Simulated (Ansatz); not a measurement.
# C3H7NOSi: a ladder of functionals and wavefunction methods

How much do the methods differ for C3H7NOSi? The plan is to run it at one geometry with functionals of several rungs and with coupled cluster. The yardstick is the atomisation energy at the CCSD(T) limit.

The runs use Ansatz 0.2.0, Gaussian basis; functionals in def2-TZVPP, the program's frozen cores in correlated methods.

Levels to be run: PBE-D4, r2SCAN-D4, PBE0-D4, B3LYP-D4, ωB97X-V, ωB97M-V, B2PLYP; CCSD(T)/def2-TZVPP; MP2/def2-QZVPP; extrapolation to the limit.

**1. The geometry**

The geometry comes from an earlier relaxation with PBE0-D4 in a triple-zeta def2 set; it is a stationary point, not always the lowest conformer.

SMILES `C=C1O[Si]1(C)N`, 13 atoms, charge 0, spin multiplicity 1.

Atoms are counted from 1 here; the program's logs count them from 0.

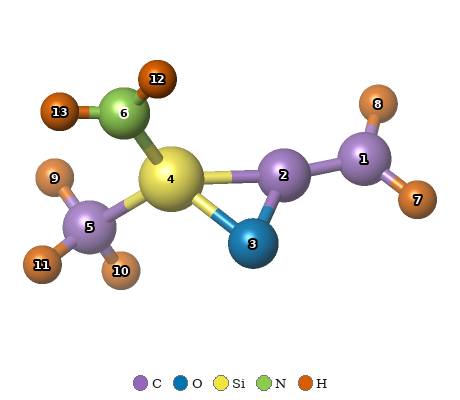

The structure; carbon purple, oxygen blue, silicon yellow, nitrogen green, hydrogen orange; atoms are numbered from 1 in the order of the file.

**2. PBE-D4 (GGA)**

Contents of in.yaml:

```yaml
crystal:
  periodic: [false, false, false]
  atoms:
    - {symbol: C, position_ang: [2.601586, -0.671885, 0.235143]}
    - {symbol: C, position_ang: [1.369160, -0.199369, 0.230559]}
    - {symbol: O, position_ang: [0.792877, 0.752297, 1.111501]}
    - {symbol: Si, position_ang: [-0.319484, 0.270642, -0.053673]}
    - {symbol: C, position_ang: [-1.789480, -0.675357, 0.539052]}
    - {symbol: N, position_ang: [-0.762859, 1.347086, -1.273728]}
    - {symbol: H, position_ang: [3.326382, -0.348869, 0.975241]}
    - {symbol: H, position_ang: [2.904100, -1.396216, -0.508988]}
    - {symbol: H, position_ang: [-2.233727, -1.264452, -0.266025]}
    - {symbol: H, position_ang: [-1.490610, -1.350935, 1.341484]}
    - {symbol: H, position_ang: [-2.554339, 0.002274, 0.928052]}
    - {symbol: H, position_ang: [-0.103356, 1.934995, -1.753828]}
    - {symbol: H, position_ang: [-1.719648, 1.564990, -1.490091]}
basis:
  gaussian: {orbitals: def2-TZVPP}
hamiltonian: {xc: pbe, dispersion: d4}
output: {forces: true, orbitals: {seedname: orbitals}}
```

The run is started by

```
> ansatz run in.yaml --threads 4 --pin off --events-out ev --progress --plain --max-ram 10444MiB
```

After this run come: r2SCAN-D4 (meta-GGA); PBE0-D4 (hybrid); B3LYP-D4 (hybrid); ωB97X-V (range-separated); ωB97M-V (range-separated); B2PLYP (double hybrid); CCSD(T) in def2-TZVPP; MP2 in def2-QZVPP.

Before running them: what should the planned runs give, taken together? Wanted: atomisation energy, CCSD(T)/CBS; farthest; mean size of error, hybrid; mean size of error, range-separated; gap, smallest and largest; T1 diagnostic; triples share of the correlation energy.

**Answer**, as computed:

```
                               quantity                                  value
        atomisation energy, CCSD(T)/CBS                          5213.1 kJ/mol
 functionals within 26.1 kJ/mol (0.5 %)  r2SCAN-D4, PBE0-D4, B3LYP-D4, ωB97X-V
                               farthest                 PBE-D4 (+143.7 kJ/mol)
             mean size of error, hybrid                            16.8 kJ/mol
    mean size of error, range-separated                            22.6 kJ/mol
              gap, smallest and largest   4.73 eV (PBE-D4), 11.14 eV (ωB97X-V)
                          T1 diagnostic                                 0.0133
triples share of the correlation energy                                  4.2 %
```

In words: PBE-D4 misses by +143.7 kJ/mol. Double hybrids carry the basis error of their MP2 part in triple zeta, and no dispersion term here, so their miss is partly the set-up's. The reference freezes the cores and leaves out relativity and excitations past (T), so misses under about 26.1 kJ/mol can't be ranked. Hartree-Fock recovers 71 % of the binding; the rest is correlation. Orbital gaps span 4.7 to 11.1 eV; exact exchange widens them.
